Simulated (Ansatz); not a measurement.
## How far to go with the k-point mesh: TiRh3 (P4mm, 4 atoms in the cell)

```xyz
4
Lattice="3.8068 0.0000 0.0000 0.0000 3.8068 0.0000 0.0000 0.0000 3.8068" Properties=species:S:1:pos:R:3 pbc="T T T"
Ti     0.0000     0.0000     0.0500
Rh     1.9034     1.9034     0.0000
Rh     0.0000     1.9034     1.9034
Rh     1.9034     0.0000     1.9034
```

Method of the run: LDA (PW92), default PAW files made with PBE (plane waves; Ansatz, a quantum-chemistry and plane-wave program).

Base settings: basis.ecutwfc = 30.9 Ry; kpoints.mp_grid.grid = 9 9 9; hamiltonian.xc = lda; hamiltonian.pseudopotentials = {kind: paw} (the program's default PAW files); scf.occupations.method = fermi_dirac; scf.occupations.width = 0.0073 Ry.

The second cell is the first with its lattice scaled by 0.98.

Only quantities that move along the ladder and can be compared are tabulated.

The count of work is k-points × plane waves × bands × iterations; it is no time. Core times come from one kind of shared machine, to one figure; runs under 30 s give none.

The starting cell comes from a database of computed structures (which also holds hypothetical and non-ambient phases and stackings), without a prior relaxation at this level. Its lattice was rescaled by up to half a per cent. One atom was moved a little off its site on purpose. Spin polarisation is off. In the base run, with a pressure of about -7 GPa the cell is away from its equilibrium volume at this level. Ansatz's pressure includes its estimate of the finite-basis (Pulay) stress.

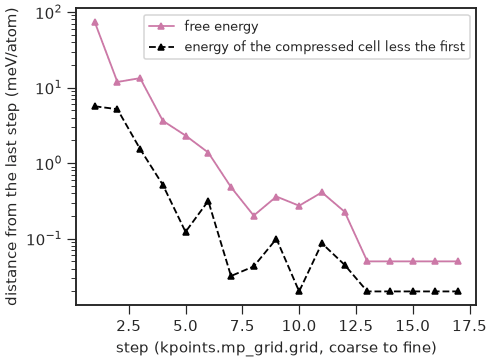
Figure: Distance from the last step along the ladder; very small values are drawn at a floor.

```tsv
kpoints.mp_grid.grid	free energy less the last step's (meV/atom)	energy of the compressed cell less the first (meV/atom)	pressure (GPa)	largest difference of a force vector from the last step's (eV/Å)	count of work / last	core time / last (rough)
2 2 2	-74.23	-1.22	-8.05	0.391	0.0033	–
3 3 3	11.86	9.61	-6.23	0.032	0.0039	–
4 4 4	-13.33	2.90	-7.44	0.014	0.010	–
5 5 5	-3.64	3.92	-7.27	0.005	0.012	–
6 6 6	2.32	4.56	-7.14	0.003	0.022	–
7 7 7	1.38	4.75	-7.10	0.003	0.022	–
8 8 8	-0.48	4.40	-7.16	0.001	0.042	–
9 9 9	0.20	4.39	-7.16	0.001	0.042	–
10 10 10	-0.36	4.34	-7.17	0.001	0.070	–
11 11 11	-0.27	4.45	-7.16	0.001	0.070	–
12 12 12	0.41	4.52	-7.14	0.001	0.11	–
14 14 14	-0.23	4.39	-7.17	0.000	0.16	–
17 17 17	-0.03	4.44	-7.16	0.000	0.23	0.2
19 19 19	-0.01	4.42	-7.16	0.000	0.31	0.3
21 21 21	0.01	4.45	-7.16	0.000	0.40	0.4
23 23 23	-0.02	4.43	-7.16	0.000	0.52	0.4
26 26 26	-0.01	4.44	-7.16	0.000	0.82	0.7
28 28 28	0.00	4.44	-7.16	0.000	1.0	1
```

Coarsest kpoints.mp_grid.grid that holds the free energy within 5 meV/atom of the last step, with all finer ones: 5 5 5, at 0.012 of the last step's count of work; the step before is off by 13 meV/atom.

Coarsest kpoints.mp_grid.grid that holds the energy of the compressed cell less the first within 1 meV/atom of the last step, with all finer ones: 5 5 5, at 0.012 of the last step's count of work; the step before is off by 1.5 meV/atom.

Coarsest kpoints.mp_grid.grid that holds the forces within 0.01 eV/Å of the last step, with all finer ones: 5 5 5, at 0.012 of the last step's count of work; the step before is off by 0.014 eV/Å.

The energy difference between the two cells stays within 1 meV/atom of the last step's from 5 5 5 on, the total only from 8 8 8 on: much of the error is common to both cells and cancels.

Keys are those of Ansatz 0.2.
